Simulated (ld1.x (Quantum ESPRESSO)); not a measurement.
# An RRKJ potential for In, from input to tests

Task: generate the file, and judge it by its errors in other configurations, its logarithmic derivatives, its ghosts and its cutoff.

Program: ld1.x (Quantum ESPRESSO) 7.5. Reference atom: LDA (PZ), scalar-relativistic, spherical and spin-unpolarised. All values are calculated.

## Step 1: Starting point

Typed settings, in words:

* element: indium (In, Z = 49)
* type: norm-conserving RRKJ (Kleinman–Bylander form)
* frozen core: [Ar] 3d10
* valence charge: 21
* reference configuration: 4s2 4p6 4d10 5s2 5p0.5 (charge +0.5)
* partial waves: 4s (bound): rc 1.30 bohr; 4p (bound): rc 1.05 bohr; 4d (bound): rc 1.70 bohr
* occupied shells without a wave: 5p, 5s
* local potential: the d channel
* core correction: not asked for

## Step 2: Generating the potential

Input file In.in:

```
 &input
   title='In', zed=49., rel=1, dft='PZ', iswitch=3,
   config='[Kr] 4d10 5s2 5p0.5',
   nld=3, rlderiv=1.85, eminld=-11.0, emaxld=5.0, deld=0.04
 /
 &inputp
   pseudotype=2, tm=.false., lloc=2,
   nlcc=.false.,
   file_pseudopw='In.UPF', file_wfcaegen='ae.wfc', file_wfcncgen='nc.wfc', file_beta='beta', file_chi='chi'
 /
3
4S  1  0   2.00   0.00  1.30  1.30  0.0
4P  2  1   6.00   0.00  1.05  1.05  0.0
4D  3  2  10.00   0.00  1.70  1.70  0.0
 &test
   configts(1)='4s2 4p6 4d10 5s2 5p0.5'
 /
```

Started as:

```bash
$ ld1.x < In.in > In.out
```

What the program wrote to In.out (without the banner and most projector matrices):

```text
     Program LD1 v.7.5
     --------------------------- All-electron run ----------------------------

     In
     scalar relativistic calculation

     atomic number is 49.00
     dft =PZ   lsd =0 sic =0 latt =0  beta=0.20 tr2=1.0E-14
     Exchange-correlation= PZ
                           (   1   1   0   0   0   0   0)
     mesh =1241 r(mesh) = 100.30140 a.u. xmin = -7.00 dx = 0.01250
     1 Ry =  13.60569312 eV, c = 137.03599908

     n l     nl                  e(Ry)          e(Ha)          e(eV)
     1 0     1S 1( 2.00)     -2037.7292     -1018.8646    -27724.7177
     2 0     2S 1( 2.00)      -305.3955      -152.6978     -4155.1180
     2 1     2P 1( 6.00)      -274.3071      -137.1536     -3732.1387
     3 0     3S 1( 2.00)       -58.1231       -29.0615      -790.8046
     3 1     3P 1( 6.00)       -47.9417       -23.9708      -652.2797
     4 0     4S 1( 2.00)        -9.0406        -4.5203      -123.0040
     4 1     4P 1( 6.00)        -5.9967        -2.9984       -81.5896
     3 2     3D 1(10.00)       -32.0860       -16.0430      -436.5521
     4 2     4D 1(10.00)        -1.6351        -0.8176       -22.2472
     5 0     5S 1( 2.00)        -0.8618        -0.4309       -11.7256
     5 1     5P 1( 0.50)        -0.4075        -0.2037        -5.5438

     final scf error:  2.9E-15 reached in  26 iterations

     Etot =  -11752.740867 Ry,   -5876.370434 Ha, -159904.185595 eV

     Ekin =   12246.899965 Ry,    6123.449982 Ha,  166627.562625 eV
     Encl =  -28415.405681 Ry,  -14207.702841 Ha, -386611.289662 eV
     Eh   =    4724.107729 Ry,    2362.053864 Ha,   64274.760036 eV
     Exc  =    -308.342879 Ry,    -154.171440 Ha,   -4195.218594 eV

     normalization and overlap integrals

     s(1S/1S) =  1.000000  <r> =   0.0297  <r2> =    0.0012  r(max) =   0.0192
     s(2S/2S) =  1.000000  <r> =   0.1286  <r2> =    0.0195  r(max) =   0.1090
     s(2P/2P) =  1.000000  <r> =   0.1122  <r2> =    0.0154  r(max) =   0.0870
     s(3S/3S) =  1.000000  <r> =   0.3492  <r2> =    0.1395  r(max) =   0.3153
     s(3P/3P) =  1.000000  <r> =   0.3476  <r2> =    0.1402  r(max) =   0.3075
     s(4S/4S) =  1.000000  <r> =   0.8476  <r2> =    0.8141  r(max) =   0.7658
     s(4P/4P) =  1.000000  <r> =   0.9216  <r2> =    0.9730  r(max) =   0.8152
     s(3D/3D) =  1.000000  <r> =   0.3246  <r2> =    0.1252  r(max) =   0.2581
     s(4D/4D) =  1.000000  <r> =   1.1834  <r2> =    1.6840  r(max) =   0.9354
     s(5S/5S) =  1.000000  <r> =   2.5312  <r2> =    7.3160  r(max) =   2.1344
     s(5P/5P) =  1.000000  <r> =   3.3600  <r2> =   13.0837  r(max) =   2.7066

     ------------------------ End of All-electron run ------------------------

     --------------------- Generating NC pseudopotential ---------------------

      Generating local pot.: lloc=2, matching radius rcloc =   1.7000

      Wfc   4S  rcut= 1.295  Estimated cut-off energy=       80.03 Ry
      This function has    0 nodes for 0 < r <    1.295

      Wfc   4P  rcut= 1.060  Estimated cut-off energy=      159.21 Ry
      This function has    0 nodes for 0 < r <    1.060

     ------------------- End of pseudopotential generation -------------------

     [... the all-electron block is printed once more ...]


     Computing logarithmic derivative in   1.84864
     Computing logarithmic derivative in   1.84864
     Computing the partial wave expansion
     R is outside the sphere for l=    0 j= 0.00
     R is outside the sphere for l=    1 j= 0.00
       no projector for channel:   2

     ---------------------- Testing the pseudopotential ----------------------

     In
     scalar relativistic calculation

     atomic number is 49.00   valence charge is 21.00
     dft =PZ   lsd =0 sic =0 latt =0  beta=0.20 tr2=1.0E-14
     mesh =1241 r(mesh) = 100.30140 xmin = -7.00 dx = 0.01250

     n l     nl             e AE (Ry)        e PS (Ry)    De AE-PS (Ry)
     1 0     4S   1( 2.00)       -9.04063       -9.04063       -0.00000
     2 1     4P   1( 6.00)       -5.99673       -5.99672       -0.00000
     3 2     4D   1(10.00)       -1.63514       -1.63514        0.00001
     2 0     5S   1( 2.00)       -0.86182       -0.90320        0.04138  !
     3 1     5P   1( 0.50)       -0.40746       -0.40174       -0.00572  !

     eps = 5.9E-15  iter = 15

     Etot =  -11752.740867 Ry,   -5876.370434 Ha, -159904.185595 eV
     Etotps =  -379.278298 Ry,    -189.639149 Ha,   -5160.344132 eV

     Ekin =     136.761266 Ry,      68.380633 Ha,    1860.731821 eV
     Encl =    -819.007710 Ry,    -409.503855 Ha,  -11143.167567 eV
     Ehrt =     316.997709 Ry,     158.498855 Ha,    4312.973549 eV
     Ecxc =     -32.206228 Ry,     -16.103114 Ha,    -438.188056 eV
     Epseu=      18.176665 Ry,       9.088332 Ha,     247.306120 eV

     ---------------------- End of pseudopotential test ----------------------
```

Wall time 2.2 s (1 thread, shared host). This counts the later configuration tests of the new file too.

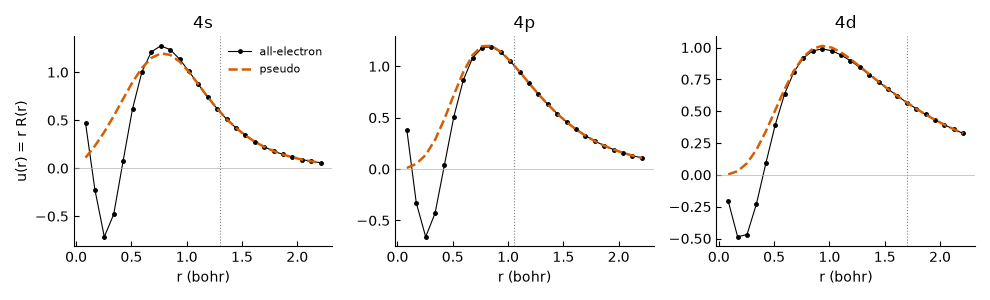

Bound waves of the atom and their pseudo partners (4s, 4p, 4d), with the matching radii dotted. The curves join 26 sampled radii, too few to resolve the innermost nodes.

## Step 3: Transferability test

Input file In.test.in:

```
 &input
   title='In', zed=49., rel=1, dft='PZ', iswitch=2,
   config='[Kr] 4d10 5s2 5p0.5'
 /
 &test
   file_pseudo='In.UPF', nconf=10,
   configts(1)='4s2 4p6 4d10 5s2 5p0.5',
   configts(2)='4s2 4p6 4d10 5s2 5p1',
   configts(3)='4s2 4p6 4d10 5s2 5p0',
   configts(4)='4s2 4p6 4d10 5s1 5p0',
   configts(5)='4s2 4p6 4d9 5s2 5p2',
   configts(6)='4s2 4p6 4d10 5s2 5p1.3',
   configts(7)='4s2 4p5 4d10 5s2 5p1',
   configts(8)='4s2 4p6 4d10 5s0 5p3',
   configts(9)='4s2 4p6 4d10 5s2 5p0.5', lsdts(9)=1,
   configts(10)='4s2 4p6 4d10 5s2 5p1', lsdts(10)=1
 /
```

Started as:

```bash
$ ld1.x < In.test.in > In.test.out
```

In.test.out, the pseudopotential blocks:

```text
     ---------------------- Testing the pseudopotential ----------------------

     In
     scalar relativistic calculation

     atomic number is 49.00   valence charge is 21.00
     dft =PZ   lsd =0 sic =0 latt =0  beta=0.20 tr2=1.0E-14
     mesh =1241 r(mesh) = 100.30140 xmin = -7.00 dx = 0.01250

     n l     nl             e AE (Ry)        e PS (Ry)    De AE-PS (Ry)
     1 0     4S   1( 2.00)       -9.04063       -9.04063       -0.00000
     2 1     4P   1( 6.00)       -5.99673       -5.99672       -0.00000
     3 2     4D   1(10.00)       -1.63514       -1.63514        0.00001
     2 0     5S   1( 2.00)       -0.86182       -0.90320        0.04138  !
     3 1     5P   1( 0.50)       -0.40746       -0.40174       -0.00572  !

     eps = 9.8E-15  iter = 20

     Etot =  -11752.740867 Ry,   -5876.370434 Ha, -159904.185595 eV
     Etotps =  -379.278296 Ry,    -189.639148 Ha,   -5160.344110 eV

     Ekin =     136.761266 Ry,      68.380633 Ha,    1860.731814 eV
     Encl =    -819.007706 Ry,    -409.503853 Ha,  -11143.167510 eV
     Ehrt =     316.997707 Ry,     158.498853 Ha,    4312.973518 eV
     Ecxc =     -32.206228 Ry,     -16.103114 Ha,    -438.188052 eV
     Epseu=      18.176665 Ry,       9.088332 Ha,     247.306120 eV

     ---------------------- End of pseudopotential test ----------------------

     ---------------------- Testing the pseudopotential ----------------------

     In
     [...]
     n l     nl             e AE (Ry)        e PS (Ry)    De AE-PS (Ry)
     1 0     4S   1( 2.00)       -8.78026       -8.78267        0.00241
     2 1     4P   1( 6.00)       -5.73625       -5.73844        0.00219
     3 2     4D   1(10.00)       -1.37525       -1.37706        0.00181
     2 0     5S   1( 2.00)       -0.62375       -0.66407        0.04032  !
     3 1     5P   1( 1.00)       -0.19867       -0.19525       -0.00342

     eps = 4.0E-15  iter = 22

     Etot =  -11752.891211 Ry,   -5876.445605 Ha, -159906.231120 eV
     Etotps =  -379.426404 Ry,    -189.713202 Ha,   -5162.359209 eV
     dEtot_ae =      -0.150343 Ry
     dEtot_ps =      -0.148107 Ry,   Delta E=      -0.002236 Ry

     [...]
     ---------------------- End of pseudopotential test ----------------------

     ---------------------- Testing the pseudopotential ----------------------

     In
     [...]
     n l     nl             e AE (Ry)        e PS (Ry)    De AE-PS (Ry)
     1 0     4S   1( 2.00)       -9.33614       -9.33339       -0.00275
     2 1     4P   1( 6.00)       -6.29234       -6.28986       -0.00248
     3 2     4D   1(10.00)       -1.92951       -1.92755       -0.00196
     2 0     5S   1( 2.00)       -1.12511       -1.16815        0.04304  !
     3 1     5P   1( 0.00)       -0.63929       -0.63057       -0.00872  !

     eps = 9.0E-15  iter = 22

     Etot =  -11752.480021 Ry,   -5876.240011 Ha, -159900.636601 eV
     Etotps =  -379.020947 Ry,    -189.510474 Ha,   -5156.842696 eV
     dEtot_ae =       0.260846 Ry
     dEtot_ps =       0.257349 Ry,   Delta E=       0.003497 Ry

     [...]
     ---------------------- End of pseudopotential test ----------------------

     ---------------------- Testing the pseudopotential ----------------------

     In
     [...]
     n l     nl             e AE (Ry)        e PS (Ry)    De AE-PS (Ry)
     1 0     4S   1( 2.00)      -10.11853      -10.14552        0.02699  !
     2 1     4P   1( 6.00)       -7.07435       -7.09889        0.02454  !
     3 2     4D   1(10.00)       -2.70146       -2.72246        0.02099  !
     2 0     5S   1( 1.00)       -1.77333       -1.83918        0.06584  !
     3 1     5P   1( 0.00)       -1.21476       -1.21124       -0.00352

     eps = 8.7E-15  iter = 35

     Etot =  -11751.034986 Ry,   -5875.517493 Ha, -159880.975900 eV
     Etotps =  -377.521705 Ry,    -188.760853 Ha,   -5136.444468 eV
     dEtot_ae =       1.705881 Ry
     dEtot_ps =       1.756591 Ry,   Delta E=      -0.050710 Ry

     [...]
     ---------------------- End of pseudopotential test ----------------------

     ---------------------- Testing the pseudopotential ----------------------

     In
     [...]
     n l     nl             e AE (Ry)        e PS (Ry)    De AE-PS (Ry)
     1 0     4S   1( 2.00)       -9.26656       -9.26294       -0.00362
     2 1     4P   1( 6.00)       -6.20517       -6.20279       -0.00237
     3 2     4D   1( 9.00)       -1.78257       -1.78118       -0.00139
     2 0     5S   1( 2.00)       -0.77314       -0.83122        0.05809  !
     3 1     5P   1( 2.00)       -0.28295       -0.27981       -0.00314

     eps = 3.1E-15  iter = 24

     Etot =  -11751.553474 Ry,   -5875.776737 Ha, -159888.030292 eV
     Etotps =  -378.084704 Ry,    -189.042352 Ha,   -5144.104464 eV
     dEtot_ae =       1.187393 Ry
     dEtot_ps =       1.193592 Ry,   Delta E=      -0.006199 Ry

     [...]
     ---------------------- End of pseudopotential test ----------------------

     ---------------------- Testing the pseudopotential ----------------------

     In
     [...]
     n l     nl             e AE (Ry)        e PS (Ry)    De AE-PS (Ry)
     1 0     4S   1( 2.00)       -8.64628       -8.65008        0.00381
     2 1     4P   1( 6.00)       -5.60221       -5.60570        0.00349
     3 2     4D   1(10.00)       -1.24130       -1.24424        0.00294
     2 0     5S   1( 2.00)       -0.49813       -0.53835        0.04022  !
     3 1     5P   1( 1.30)       -0.08909       -0.08699       -0.00210

     eps = 5.2E-15  iter = 24

     Etot =  -11752.934003 Ry,   -5876.467002 Ha, -159906.813344 eV
     Etotps =  -379.468380 Ry,    -189.734190 Ha,   -5162.930323 eV
     dEtot_ae =      -0.193136 Ry
     dEtot_ps =      -0.190083 Ry,   Delta E=      -0.003053 Ry

     [...]
     ---------------------- End of pseudopotential test ----------------------

     ---------------------- Testing the pseudopotential ----------------------

     In
     [...]
     n l     nl             e AE (Ry)        e PS (Ry)    De AE-PS (Ry)
     1 0     4S   1( 2.00)       -9.94736       -9.94183       -0.00552  !
     2 1     4P   1( 5.00)       -6.87610       -6.86788       -0.00822  !
     3 2     4D   1(10.00)       -2.42696       -2.41859       -0.00837  !
     2 0     5S   1( 2.00)       -1.31145       -1.37683        0.06538  !
     3 1     5P   1( 1.00)       -0.76730       -0.75867       -0.00864  !

     eps = 1.0E-15  iter = 22

     Etot =  -11746.603681 Ry,   -5873.301841 Ha, -159820.684923 eV
     Etotps =  -373.137415 Ry,    -186.568708 Ha,   -5076.793166 eV
     dEtot_ae =       6.137186 Ry
     dEtot_ps =       6.140881 Ry,   Delta E=      -0.003695 Ry

     [...]
     ---------------------- End of pseudopotential test ----------------------

     ---------------------- Testing the pseudopotential ----------------------

     In
     [...]
     n l     nl             e AE (Ry)        e PS (Ry)    De AE-PS (Ry)
     1 0     4S   1( 2.00)       -9.01352       -9.07361        0.06009  !
     2 1     4P   1( 6.00)       -5.96907       -6.02367        0.05460  !
     3 2     4D   1(10.00)       -1.59904       -1.64441        0.04538  !
     2 0     5S   1( 0.00)       -0.76078       -0.82775        0.06697  !
     3 1     5P   1( 3.00)       -0.29353       -0.29978        0.00625  !

     eps = 6.3E-15  iter = 16

     Etot =  -11751.997290 Ry,   -5875.998645 Ha, -159894.068716 eV
     Etotps =  -378.427897 Ry,    -189.213948 Ha,   -5148.773830 eV
     dEtot_ae =       0.743577 Ry
     dEtot_ps =       0.850400 Ry,   Delta E=      -0.106823 Ry

     [...]
     ---------------------- End of pseudopotential test ----------------------

     ---------------------- Testing the pseudopotential ----------------------

     In
     [...]
     n l     nl             e AE (Ry)        e PS (Ry)    De AE-PS (Ry)
     1 0     4S   1( 1.00)       -9.04035       -9.04042        0.00007
     2 1     4P   1( 3.00)       -5.99655       -5.99659        0.00004
     3 2     4D   1( 5.00)       -1.63604       -1.63601       -0.00004
     2 0     5S   1( 1.00)       -0.87034       -0.91135        0.04101  !
     3 1     5P   1( 0.50)       -0.41683       -0.41134       -0.00549  !
     1 0     4S   2( 1.00)       -9.03953       -9.03938       -0.00015
     2 1     4P   2( 3.00)       -5.99554       -5.99543       -0.00011
     3 2     4D   2( 5.00)       -1.63288       -1.63287       -0.00001
     2 0     5S   2( 1.00)       -0.85158       -0.89328        0.04170  !
     3 1     5P   2( 0.00)       -0.39604       -0.38988       -0.00616  !

     eps = 4.9E-15  iter = 25

     Etot =  -11752.743446 Ry,   -5876.371723 Ha, -159904.220679 eV
     Etotps =  -379.280953 Ry,    -189.640476 Ha,   -5160.380251 eV
     dEtot_ae =      -0.002579 Ry
     dEtot_ps =      -0.002656 Ry,   Delta E=       0.000078 Ry

     [...]
     ---------------------- End of pseudopotential test ----------------------

     ---------------------- Testing the pseudopotential ----------------------

     In
     [...]
     n l     nl             e AE (Ry)        e PS (Ry)    De AE-PS (Ry)
     1 0     4S   1( 1.00)       -8.77768       -8.78012        0.00244
     2 1     4P   1( 3.00)       -5.73383       -5.73601        0.00218
     3 2     4D   1( 5.00)       -1.37466       -1.37631        0.00165
     2 0     5S   1( 1.00)       -0.63632       -0.67585        0.03953  !
     3 1     5P   1( 1.00)       -0.21249       -0.20926       -0.00322
     1 0     4S   2( 1.00)       -8.77634       -8.77845        0.00211
     2 1     4P   2( 3.00)       -5.73218       -5.73414        0.00195
     3 2     4D   2( 5.00)       -1.36940       -1.37113        0.00173
     2 0     5S   2( 1.00)       -0.60421       -0.64509        0.04088  !
     3 1     5P   2( 0.00)       -0.17747       -0.17330       -0.00417

     eps = 2.1E-15  iter = 28

     Etot =  -11752.899776 Ry,   -5876.449888 Ha, -159906.347660 eV
     Etotps =  -379.435161 Ry,    -189.717581 Ha,   -5162.478366 eV
     dEtot_ae =      -0.158909 Ry
     dEtot_ps =      -0.156865 Ry,   Delta E=      -0.002044 Ry

     [...]
     ---------------------- End of pseudopotential test ----------------------
```

Energies count from the reference configuration 4s2 4p6 4d10 5s2 5p0.5; the error is all-electron less pseudo. Spin-polarised rows fill open shells by Hund's rule and count from the unpolarised reference.

```csv
valence configuration,charge,ΔE all-electron (eV),error AE − PS (meV)
4s2 4p6 4d10 5s2 5p1,0,-2.046,-30
4s2 4p6 4d10 5s2 5p0,+1,3.549,+48
4s2 4p6 4d10 5s1 5p0,+2,23.210,-690
4s2 4p6 4d9 5s2 5p2,0,16.155,-84
4s2 4p6 4d10 5s2 5p1.3,-0.3,-2.628,-42
4s2 4p5 4d10 5s2 5p1,+1,83.501,-50
4s2 4p6 4d10 5s0 5p3,0,10.117,-1453
4s2 4p6 4d10 5s2 5p0.5 (spin-polarised),+0.5,-0.035,+1.1
4s2 4p6 4d10 5s2 5p1 (spin-polarised),0,-2.162,-28
```

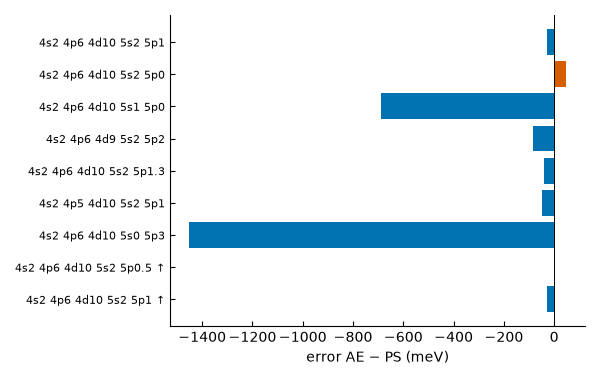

Error of the potential in each test configuration; ↑ marks spin-polarised tests.

## Step 4: Does it scatter like the atom?

Taken from the files of the generation run. The phase is arctan(r·u′/u) with u = r·R, unwrapped, with energies in Ry. A pole is an energy at which the radial function vanishes at the test radius. The pseudo phase is shifted by a multiple of π to meet the all-electron one at the reference energy. Levels narrower than the energy grid can be missing from the poles. The last column is the largest difference on the grid between −1 and +1 Ry.

| channel | radius (bohr) | reference (Ry) | poles AE | poles PS | window around the reference with phases within 0.05 rad (Ry) | largest difference near zero (rad) |
| --- | --- | --- | --- | --- | --- | --- |
| s | 1.85 | -9.04 | -8.91 | -8.91, 3.98 | below -1.4 | 0.297 |
| p | 1.85 | -6.00 | -5.73 | -5.73 | below 1.0 | 0.049 |
| d | 1.85 | -1.64 | -0.83 | -0.82 | below 3.1 | 0.009 |

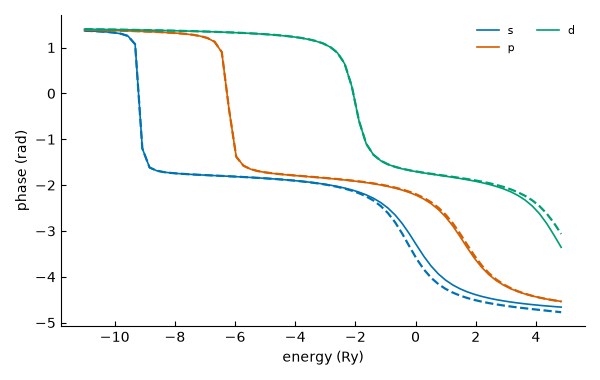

Phases by channel: all-electron solid, pseudo dashed.

## Step 5: Plane-wave convergence, by spherical Bessel functions

A separate test, outside the generator: the pseudo-atom's Hamiltonian at the reference potential is diagonalised in spherical Bessel functions j_l(qr) that vanish at 20 bohr, with q² up to the cutoff.

All-electron valence levels (Ry): 4s -9.0406, 5s -0.8618, 4p -5.9967, 5p -0.4075, 4d -1.6351. The lowest levels of each channel (Ry) by cutoff; the last column sums, over occupied levels, occupation times the distance from the level at 400 Ry. A positive value at high cutoff is not a bound level.

| cutoff (Ry) | s #1 | s #2 | p #1 | p #2 | d #1 | f #1 | Σ f·Δε (mRy) |
| --- | --- | --- | --- | --- | --- | --- | --- |
| 8 | -8.2535 | -0.7309 | -3.1270 | -0.2305 | -0.1766 | 0.0297 | 33808.4 |
| 15 | -8.6769 | -0.8694 | -4.9524 | -0.3283 | -0.4428 | 0.0297 | 19021.5 |
| 25 | -8.7205 | -0.8972 | -5.6347 | -0.3776 | -1.0007 | 0.0297 | 9181.8 |
| 35 | -8.8758 | -0.8979 | -5.6886 | -0.3856 | -1.4013 | 0.0297 | 4535.7 |
| 50 | -9.0182 | -0.9015 | -5.7318 | -0.3865 | -1.6086 | 0.0297 | 1911.4 |
| 70 | -9.0397 | -0.9031 | -5.8700 | -0.3930 | -1.6345 | 0.0297 | 774.3 |
| 100 | -9.0403 | -0.9031 | -5.9825 | -0.4006 | -1.6350 | 0.0297 | 88.7 |
| 120 | -9.0406 | -0.9031 | -5.9948 | -0.4016 | -1.6351 | 0.0297 | 13.1 |
| 140 | -9.0406 | -0.9031 | -5.9962 | -0.4017 | -1.6351 | 0.0297 | 4.3 |
| 180 | -9.0406 | -0.9032 | -5.9965 | -0.4017 | -1.6351 | 0.0297 | 2.4 |
| 200 | -9.0406 | -0.9032 | -5.9967 | -0.4017 | -1.6351 | 0.0297 | 1.0 |
| 260 | -9.0407 | -0.9032 | -5.9968 | -0.4017 | -1.6351 | 0.0297 | 0.4 |
| 400 | -9.0407 | -0.9032 | -5.9969 | -0.4017 | -1.6351 | 0.0297 | 0.0 |

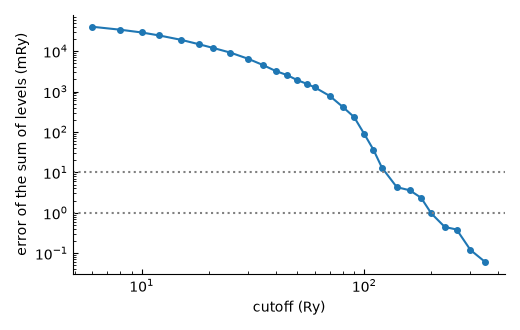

Occupation-weighted error of the valence levels against the cutoff; the dotted lines mark 10 and 1 mRy.

The sum stays within 10 mRy from 140 Ry and within 1 mRy from 200 Ry. The sum leaves out empty levels, which can need more. Ghost test: no level below the all-electron spectrum of its channel (s, p, d, f tested).

## Step 6: Summary of results

| quantity | value |
| --- | --- |
| cutoffs for 10 and 1 mRy, occupied levels | 140 Ry and 200 Ry |
| bound ghosts | none found |
| largest miss of a reference level | 563 meV (5s) |
| largest test error (AE − PS), unpolarised tests | -1453 meV, for 4s2 4p6 4d10 5s0 5p3 |
| largest phase difference near zero energy, channels read | 0.297 rad |

What this shows: Already in the reference configuration the 5s level is off by 563 meV; it has no partial wave or projector of its own. By total energies transferability is poor: the largest error is 1453 meV on 10.1 eV, for 4s2 4p6 4d10 5s0 5p3. The potential is very hard: the looser tolerance needs 140 Ry. The slowest occupied level is 4p: taken alone it needs 140 Ry to come within 1 mRy, against 110 Ry for 5p. It is free of bound ghosts as far as tested. Near zero energy the largest phase difference among the channels read is 0.30 rad, in the s channel.
